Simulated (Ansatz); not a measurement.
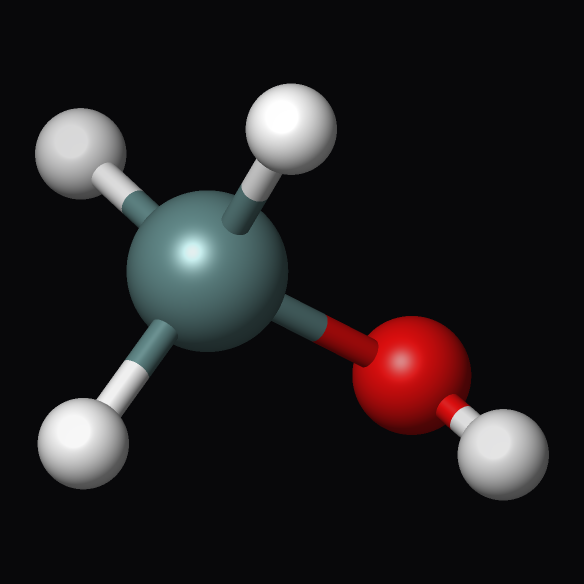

Colours: germanium teal, oxygen red, hydrogen white.

What does the picture show?

Formula GeH4O. The point group is Cs. Coordination: 1 Ge tetrahedral; 1 O bent.

The parts below concern this one geometry. Atoms keep their numbers from picture to picture. Computed geometry: PBE0-D4/def2-TZVP optimisation.

**Geometry**

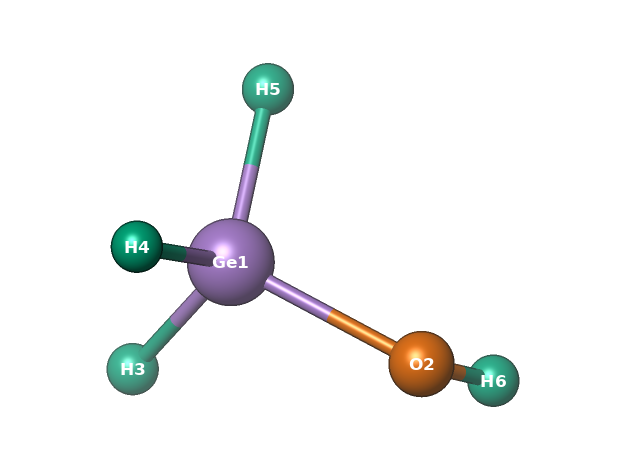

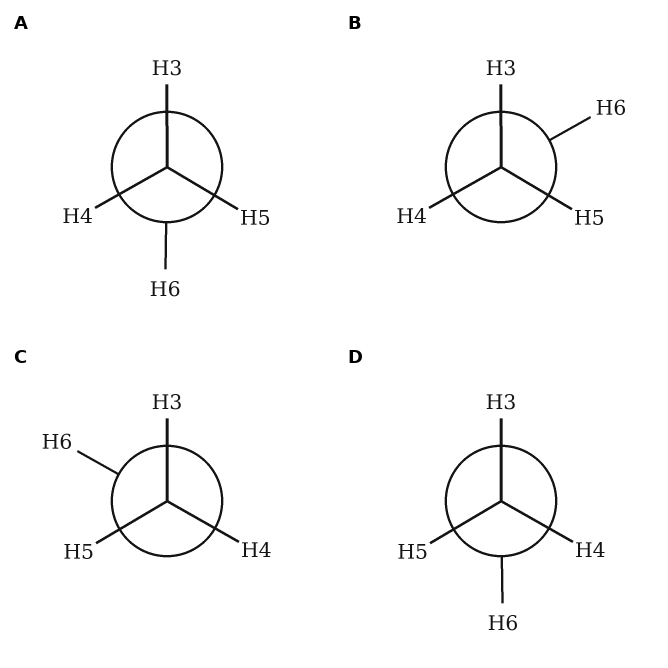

Distant atoms are faded towards the background colour. Bonds that would overlap in a projection are set slightly apart.

Which Newman projection shows the view along Ge1–O2, with Ge1 in front?

B. The torsion angle H3–Ge1–O2–H6 is 61°, synclinal (gauche).

**Vibrations**

Harmonic vibrations computed with RKS PBE0-D4/def2-TZVP (Ansatz 0.2.0) at a stationary point of the same level.

How many vibrational modes are there, and where do they lie?

12 modes: 173, 614, 631, 706, 868, 871, 888, 945, 2140, 2143, 2196, 3903 cm⁻¹.

**Dipole moment**

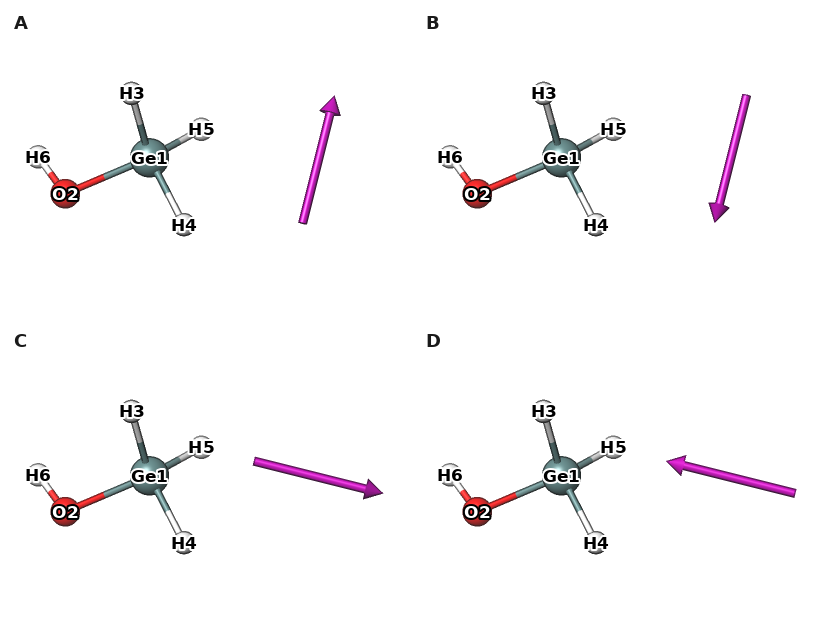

The same molecule four times, each with an arrow. Properties computed with RKS PBE0-D4/def2-TZVP (Ansatz 0.2.0).

Which arrow points along the dipole moment, from the negative to the positive end?

A. The dipole moment is 1.48 D; it points from the side of H4 to the side of H3, H5 (the outermost atoms at the two ends).

**Charges**

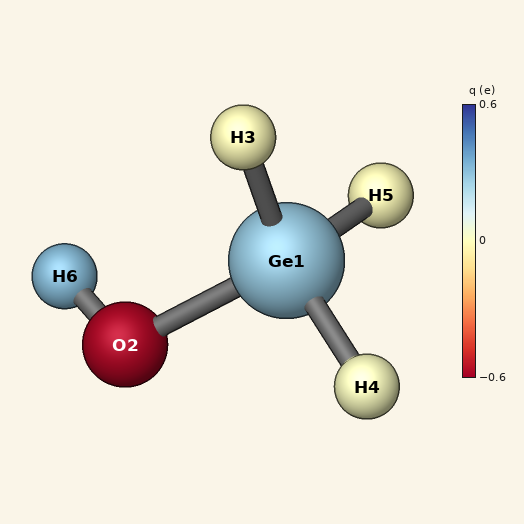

Atoms are coloured by their Mulliken charges. Method: RKS PBE0-D4/def2-TZVP (Ansatz 0.2.0).

Which atom carries the highest charge (most positive or least negative)?

H6 (0.31 e).

And the lowest?

O2 (−0.57 e).

Give the Mulliken charges atom by atom.

```tsv
atom	value (e)
Ge1	0.28
O2	−0.57
H3	−0.01
H4	0.01
H5	−0.01
H6	0.31
```

Mulliken values depend strongly on the basis set and can even reverse the polarity of a bond.
